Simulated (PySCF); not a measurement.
# C6H8O2SSi: vibronic structure

Aim: compute the vibronic structure of C6H8O2SSi (`O=C(C[SiH2]O)c1cccs1`).

Computed with PySCF 2.14.0 and routines of our own; the level stands in each step. Atoms count from 0.

## (1) The system as given

18 atoms, charge 0, multiplicity 1; geometry from: GFN2-xTB.

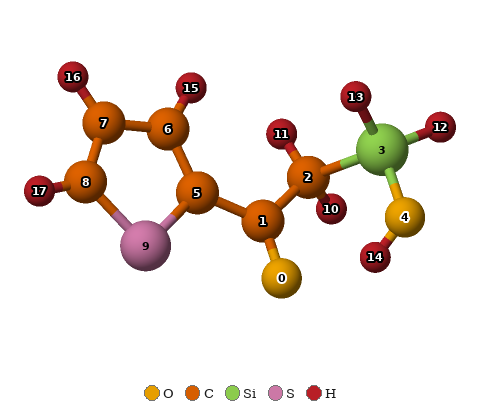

The starting geometry (oxygen amber, carbon orange, silicon green, sulfur pink, hydrogen red).

## (2) Vibronic structure: TDDFT B3LYP/def2-SV(P)

Job settings and geometry (Å):

```
{"job": {"kind": "vib", "xc": "B3LYP", "basis": "def2-SV(P)", "tda": false}, "charge": 0, "multiplicity": 1}
O     -0.481234     0.853427    -1.941386
C     -0.220435     0.031496    -1.067740
C     -1.154936    -1.069330    -0.746826
Si    -2.668354    -0.206886     0.088017
O     -2.998518     1.105378    -0.786941
C      0.975542     0.188136    -0.252671
C      1.427018    -0.500571     0.845830
C      2.630368     0.014043     1.353915
C      3.081124     1.084220     0.639009
S      2.049779     1.490684    -0.661482
H     -1.517701    -1.508048    -1.674214
H     -0.712560    -1.843366    -0.133030
H     -3.810762    -1.108176     0.020879
H     -2.286345     0.166051     1.449738
H     -2.347391     1.378800    -1.446495
H      0.915371    -1.339076     1.282418
H      3.140171    -0.389709     2.210364
H      3.970103     1.659244     0.808959
```

Method: TDDFT B3LYP/def2-SV(P) vertical-gradient vibronic structure (displaced harmonic oscillators, Condon), gas phase.

The run is started by

```sh
> OMP_NUM_THREADS=1 python excited_run.py task.json out
```

The driver reads the jobs from task.json and runs them one after another.

Log:

```text
final grid: 73944 points
cycle   1  E = -1070.8809154873  dE =  1.773e+00  |g| = 1.104e+00  |ddm| = 4.964e+00
cycle   2  E = -1070.1132627814  dE =  7.677e-01  |g| = 2.208e+00  |ddm| = 4.773e+00
cycle   3  E = -1071.1009280711  dE = -9.877e-01  |g| = 3.301e-01  |ddm| = 3.963e+00
cycle   4  E = -1071.1220308574  dE = -2.110e-02  |g| = 1.467e-01  |ddm| = 5.398e-01
cycle   5  E = -1071.1264215938  dE = -4.391e-03  |g| = 4.392e-02  |ddm| = 2.173e-01
cycle   6  E = -1071.1269162454  dE = -4.947e-04  |g| = 1.254e-02  |ddm| = 6.942e-02
cycle   7  E = -1071.1269562120  dE = -3.997e-05  |g| = 4.396e-03  |ddm| = 1.905e-02
cycle   8  E = -1071.1269603747  dE = -4.163e-06  |g| = 1.329e-03  |ddm| = 5.325e-03
cycle   9  E = -1071.1269607738  dE = -3.991e-07  |g| = 5.114e-04  |ddm| = 2.204e-03
cycle  10  E = -1071.1269608370  dE = -6.324e-08  |g| = 1.861e-04  |ddm| = 7.677e-04
cycle  11  E = -1071.1269608441  dE = -7.077e-09  |g| = 9.503e-05  |ddm| = 3.924e-04
cycle  12  E = -1071.1269608464  dE = -2.313e-09  |g| = 1.141e-05  |ddm| = 1.449e-04
cycle  13  E = -1071.1269608464  dE = -6.366e-12  |g| = 1.042e-05  |ddm| = 3.018e-05
converged SCF energy = -1071.1269608464

Singlet excitations (eV, f): 3.828 (0.0030)  4.664 (0.2215)  4.976 (0.1343)  5.302 (0.0019)  5.911 (0.0363)  6.463 (0.0050)

State S1  3.8282 eV  f = 0.00296  H-1->L 0.92
  relaxed dipole 2.094 D, largest gradient of the excitation energy 0.0908 Eh/bohr
  mode    cm-1        S   lambda/meV  Raman
   40   1634.0    0.9356     189.5   1.000
   35   1250.9    0.3445      53.4   0.216
   37   1426.9    0.2043      36.1   0.166
   39   1536.9    0.1618      30.8   0.153
   10    442.4    0.4109      22.5   0.032
    4    145.9    0.7836      14.2   0.007
   19    739.9    0.0849       7.8   0.019
   26    861.8    0.0723       7.7   0.021
   33   1129.4    0.0389       5.4   0.020
   27    889.4    0.0408       4.5   0.013
   32   1103.9    0.0284       3.9   0.014
   24    827.3    0.0360       3.7   0.010
  reorganisation energy 0.4118 eV, total S 3.616, 0-0 3.4164 eV
  absorption maximum 3.822 eV, width 0.536 eV

State S2  4.6639 eV  f = 0.22154  H->L 0.80, H-2->L 0.16
  relaxed dipole 6.485 D, largest gradient of the excitation energy 0.0364 Eh/bohr
  mode    cm-1        S   lambda/meV  Raman
   19    739.9    0.6633      60.9   0.764
    4    145.9    2.2273      40.3   0.100
   40   1634.0    0.1780      36.1   1.000
   37   1426.9    0.1670      29.5   0.715
    3     70.5    3.0071      26.3   0.031
   17    687.8    0.1789      15.3   0.178
   18    693.2    0.1577      13.6   0.159
   30   1072.2    0.0973      12.9   0.235
   20    743.9    0.0980       9.0   0.114
   10    442.4    0.1510       8.3   0.062
    7    250.4    0.2643       8.2   0.035
   34   1189.6    0.0505       7.4   0.150
  reorganisation energy 0.3242 eV, total S 8.005, 0-0 4.3397 eV
  absorption maximum 4.606 eV, width 0.436 eV

State S3  4.9758 eV  f = 0.13435  H-2->L 0.76, H->L 0.14
  relaxed dipole 6.195 D, largest gradient of the excitation energy 0.0457 Eh/bohr
  mode    cm-1        S   lambda/meV  Raman
   26    861.8    0.6990      74.7   0.827
   39   1536.9    0.2657      50.6   1.000
   19    739.9    0.4842      44.4   0.422
   40   1634.0    0.1806      36.6   0.768
   11    465.9    0.3373      19.5   0.117
    4    145.9    0.8175      14.8   0.028
   27    889.4    0.1209      13.3   0.152
    5    163.9    0.5910      12.0   0.025
   34   1189.6    0.0733      10.8   0.165
    3     70.5    1.0442       9.1   0.008
   18    693.2    0.0663       5.7   0.051
   32   1103.9    0.0404       5.5   0.078
  reorganisation energy 0.3366 eV, total S 5.276, 0-0 4.6392 eV
  absorption maximum 4.903 eV, width 0.472 eV

State T1  3.2056 eV  f = 0.00000  H->L 0.90
  relaxed dipole 5.128 D, largest gradient of the excitation energy 0.0687 Eh/bohr
  mode    cm-1        S   lambda/meV  Raman
   37   1426.9    1.3192     233.4   1.000
   40   1634.0    0.1775      36.0   0.176
   39   1536.9    0.1554      29.6   0.137
   17    687.8    0.1988      17.0   0.035
   18    693.2    0.1794      15.4   0.032
   10    442.4    0.2285      12.5   0.017
   30   1072.2    0.0668       8.9   0.029
   26    861.8    0.0809       8.6   0.022
    4    145.9    0.4449       8.0   0.004
   11    465.9    0.1271       7.3   0.010
    3     70.5    0.6680       5.8   0.001
   16    633.6    0.0683       5.4   0.010
  reorganisation energy 0.4141 eV, total S 4.077, 0-0 2.7915 eV
  absorption maximum 3.168 eV, width 0.522 eV
```

Run time: 64 s. Hardware: 1 thread of Arm Neoverse V2, shared host; peak memory 0.99 GiB.

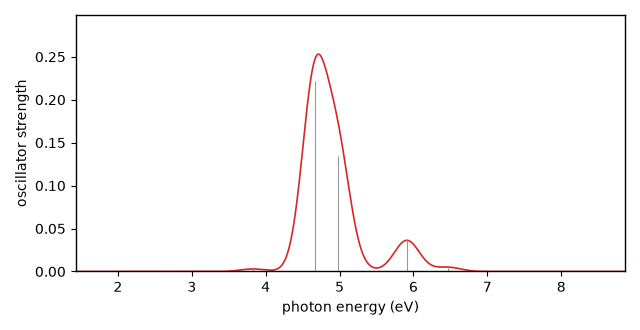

Absorption lines of the singlets. Lines are broadened to a width of 0.40 eV (Gaussian).

The fields below are evaluated on a grid from the run's orbitals.

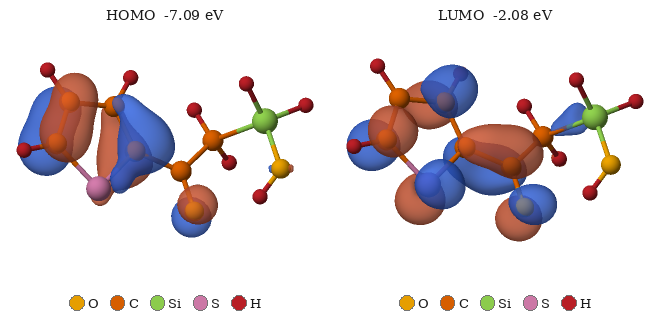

B3LYP/def2-SV(P) orbitals near the gap, drawn at the value that encloses 70 % of each; the two colours are the two signs.

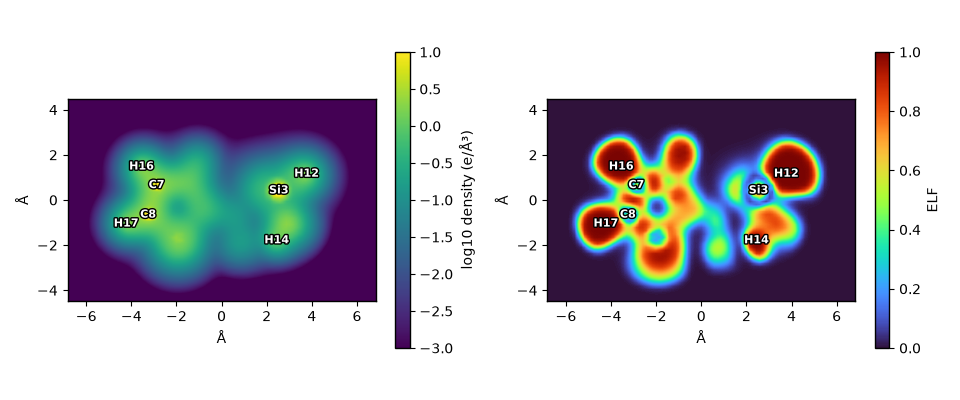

Density (left) and ELF (right) in a plane through or near 7 of the atoms.

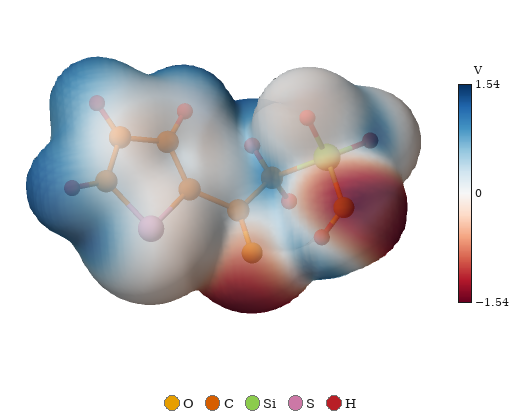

The potential that a unit positive charge feels on the 0.002 e/bohr³ surface, from -1.54 V near O4 to 1.28 V near H15.

## (3) Vibronic structure: TDDFT HF/pcseg-0

Settings changed since step 2:

```diff
@@ -1,2 +1,2 @@
-{"job": {"kind": "vib", "xc": "B3LYP", "basis": "def2-SV(P)", "tda": false}, "charge": 0, "multiplicity": 1}
+{"job": {"kind": "vib", "xc": "HF", "basis": "pcseg-0", "tda": false, "temperature": 77, "grid": 3}, "charge": 0, "multiplicity": 1}
 O     -0.481234     0.853427    -1.941386
```

With the program's defaults for keys left out, this is: TDDFT HF/pcseg-0 vertical-gradient vibronic structure (displaced harmonic oscillators, Condon), gas phase.

Log:

```text
final grid: 229400 points
cycle   1  E = -1065.8062726701  dE =  2.800e+00  |g| = 8.971e-01  |ddm| = 4.775e+00
cycle   2  E = -1065.9348749341  dE = -1.286e-01  |g| = 7.023e-01  |ddm| = 2.448e+00
cycle   3  E = -1066.0300124099  dE = -9.514e-02  |g| = 9.634e-02  |ddm| = 1.118e+00
cycle   4  E = -1066.0334691854  dE = -3.457e-03  |g| = 4.222e-02  |ddm| = 2.407e-01
cycle   5  E = -1066.0340311654  dE = -5.620e-04  |g| = 1.078e-02  |ddm| = 9.313e-02
cycle   6  E = -1066.0341300709  dE = -9.891e-05  |g| = 5.364e-03  |ddm| = 4.388e-02
cycle   7  E = -1066.0341567770  dE = -2.671e-05  |g| = 2.183e-03  |ddm| = 2.463e-02
cycle   8  E = -1066.0341604085  dE = -3.631e-06  |g| = 7.855e-04  |ddm| = 8.451e-03
cycle   9  E = -1066.0341610322  dE = -6.237e-07  |g| = 2.838e-04  |ddm| = 3.191e-03
cycle  10  E = -1066.0341611025  dE = -7.032e-08  |g| = 1.059e-04  |ddm| = 9.384e-04
cycle  11  E = -1066.0341611145  dE = -1.200e-08  |g| = 5.449e-05  |ddm| = 3.934e-04
cycle  12  E = -1066.0341611176  dE = -3.099e-09  |g| = 2.295e-05  |ddm| = 2.051e-04
cycle  13  E = -1066.0341611183  dE = -6.694e-10  |g| = 8.966e-06  |ddm| = 1.049e-04
converged SCF energy = -1066.0341611183

Singlet excitations (eV, f): 4.858 (0.0018)  5.367 (0.2740)  6.162 (0.1139)  8.008 (0.0083)  8.127 (0.0004)  8.216 (0.2122)

State S1  4.8582 eV  f = 0.00180  H-2->L 0.49, H-4->L 0.15, H-2->L+1 0.09
  relaxed dipole 3.456 D, largest gradient of the excitation energy 0.0695 Eh/bohr
  mode    cm-1        S   lambda/meV  Raman
   40   1634.0    0.7710     156.2   1.000
    4    145.9    1.4218      25.7   0.015
   35   1250.9    0.1605      24.9   0.122
   29    993.3    0.1306      16.1   0.063
    3     70.5    1.4947      13.1   0.004
   33   1129.4    0.0853      11.9   0.053
   10    442.4    0.2073      11.4   0.020
    6    174.2    0.3793       8.2   0.006
   11    465.9    0.1366       7.9   0.014
   18    693.2    0.0800       6.9   0.019
    8    337.6    0.1637       6.9   0.009
   26    861.8    0.0640       6.8   0.023
  reorganisation energy 0.3280 eV, total S 5.402, 0-0 4.5302 eV
  absorption maximum 4.778 eV, width 0.480 eV

State S2  5.3667 eV  f = 0.27396  H->L 0.92
  relaxed dipole 7.039 D, largest gradient of the excitation energy 0.0809 Eh/bohr
  mode    cm-1        S   lambda/meV  Raman
   37   1426.9    2.1288     376.6   1.000
   19    739.9    0.3808      34.9   0.048
   17    687.8    0.3937      33.6   0.043
   18    693.2    0.3056      26.3   0.034
   40   1634.0    0.1262      25.6   0.078
   39   1536.9    0.1315      25.1   0.072
   30   1072.2    0.1522      20.2   0.040
   10    442.4    0.3457      19.0   0.016
    4    145.9    0.7399      13.4   0.004
    3     70.5    1.4141      12.4   0.002
   11    465.9    0.1668       9.6   0.008
   20    743.9    0.0880       8.1   0.011
  reorganisation energy 0.6482 eV, total S 7.032, 0-0 4.7184 eV
  absorption maximum 5.276 eV, width 0.702 eV

State S6  8.2162 eV  f = 0.21220  H-4->L 0.29, H-2->L 0.16, H->L+1 0.13
  relaxed dipole 4.907 D, largest gradient of the excitation energy 0.1162 Eh/bohr
  mode    cm-1        S   lambda/meV  Raman
   40   1634.0    2.0122     407.6   1.000
   33   1129.4    0.9331     130.7   0.222
    4    145.9    5.3167      96.2   0.021
   16    633.6    1.2054      94.7   0.090
   37   1426.9    0.2147      38.0   0.081
    5    163.9    1.4190      28.8   0.007
   38   1456.7    0.1267      22.9   0.050
   11    465.9    0.3398      19.6   0.014
    8    337.6    0.4149      17.4   0.009
   20    743.9    0.1788      16.5   0.018
   26    861.8    0.1184      12.6   0.016
   28    941.3    0.0923      10.8   0.015
  reorganisation energy 0.9504 eV, total S 13.376, 0-0 7.2658 eV

State T1  2.9223 eV  f = 0.00000  H->L 0.76
  relaxed dipole 6.034 D, largest gradient of the excitation energy 0.0912 Eh/bohr
  mode    cm-1        S   lambda/meV  Raman
   37   1426.9    2.1114     373.5   1.000
   39   1536.9    0.3539      67.4   0.194
   26    861.8    0.3127      33.4   0.054
   18    693.2    0.3050      26.2   0.034
   17    687.8    0.3023      25.8   0.033
   40   1634.0    0.0625      12.7   0.039
   10    442.4    0.1964      10.8   0.009
   11    465.9    0.1674       9.7   0.008
   16    633.6    0.1050       8.2   0.010
   30   1072.2    0.0573       7.6   0.015
   32   1103.9    0.0371       5.1   0.011
   14    586.2    0.0594       4.3   0.005
  reorganisation energy 0.6020 eV, total S 4.270, 0-0 2.3203 eV
  absorption maximum 2.856 eV, width 0.732 eV
```

Wall time 14 s (1 thread of Arm Neoverse V2, shared host); peak memory 0.86 GiB.

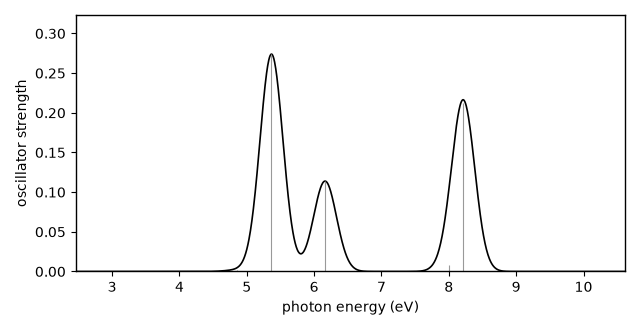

Absorption lines of the singlets. Lines are broadened to a width of 0.40 eV (Gaussian).

## (4) Summary of results

| quantity | value |
| --- | --- |
| S1: vertical, reorganisation, 0-0, total S (step 2, TDDFT B3LYP/def2-SV(P), modes from GFN2-xTB) | 3.83, 0.41, 3.42 eV; 3.6 |
| S2: vertical, reorganisation, 0-0, total S (step 2, TDDFT B3LYP/def2-SV(P), modes from GFN2-xTB) | 4.66, 0.32, 4.34 eV; 8.0 |
| S3: vertical, reorganisation, 0-0, total S (step 2, TDDFT B3LYP/def2-SV(P), modes from GFN2-xTB) | 4.98, 0.34, 4.64 eV; 5.3 |
| potential on the surface of density 0.002 e/bohr³, 1st and 99th percentile | -1.54 V and 1.28 V |
| S1: vertical, reorganisation, 0-0, total S (step 3, TDDFT HF/pcseg-0, modes from GFN2-xTB) | 4.86, 0.33, 4.53 eV; 5.4 |
| S2: vertical, reorganisation, 0-0, total S (step 3, TDDFT HF/pcseg-0, modes from GFN2-xTB) | 5.37, 0.65, 4.72 eV; 7.0 |
| S6: vertical, reorganisation, 0-0, total S (step 3, TDDFT HF/pcseg-0, modes from GFN2-xTB) | 8.22, 0.95, 7.27 eV; 13.4 |

The vibronic model keeps the ground-state modes (from xTB) and shifts them along the gradient alone, so it can miss much of the relaxation that a full optimisation finds. By nearest atom (B3LYP/def2-SV(P)), the HOMO sits on C5, C8 about 27 % each; C7 17 % and the LUMO on C1 20 %; O0 15 %. In step 3 the harmonic model is doubtful.
